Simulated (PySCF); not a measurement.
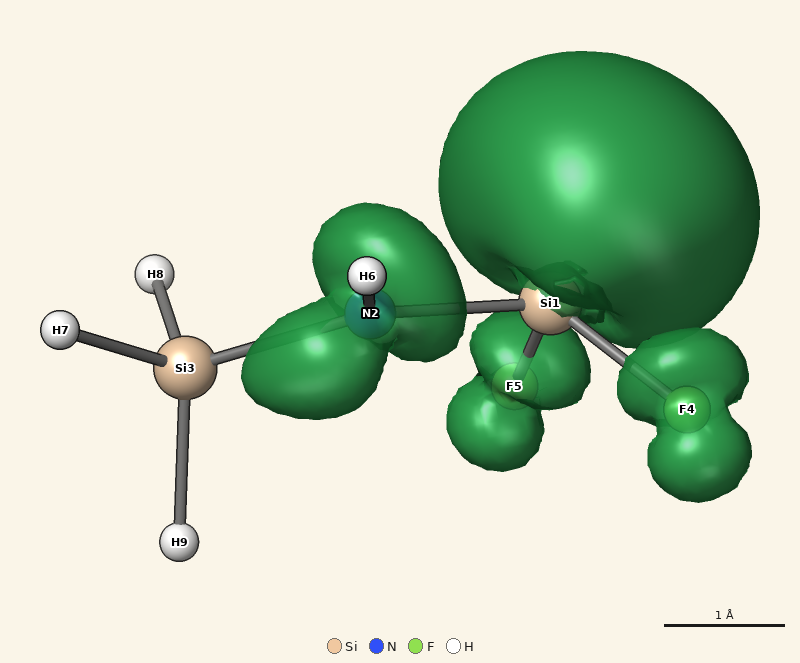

Figure. F2H4NSi2 (doublet). Isosurface of the spin density (α minus β) at +0.015 e/Å³ (green), seen from one side.

Geometry: PBE0-D3(BJ)/def2-SVP.

Computed with PySCF 2.14.0, density-fitted response routines, UKS B3LYP, IGLO-III on F N Si, pcH-1 on H, non-relativistic, mean-field spin-orbit, GIAO.

```xyz
9

Si   -0.1158   -0.5723    1.7017
N    -0.2954   -0.6647   -0.0002
Si   -0.1277    0.6764   -1.1300
F     0.9651   -1.6471    2.2560
F     0.5049    0.9087    1.9465
H    -0.6010   -1.5512   -0.3918
H    -0.6199    0.1767   -2.4469
H    -0.9494    1.8431   -0.6975
H     1.2910    1.1161   -1.2633
```

Question: Which atoms carry the spin?

Answer: The unpaired spin (1 electron) lies mostly on Si1 (about 0.7), N2 (about 0.1) and F4 (about 0.1), in electrons by Hirshfeld's partition.
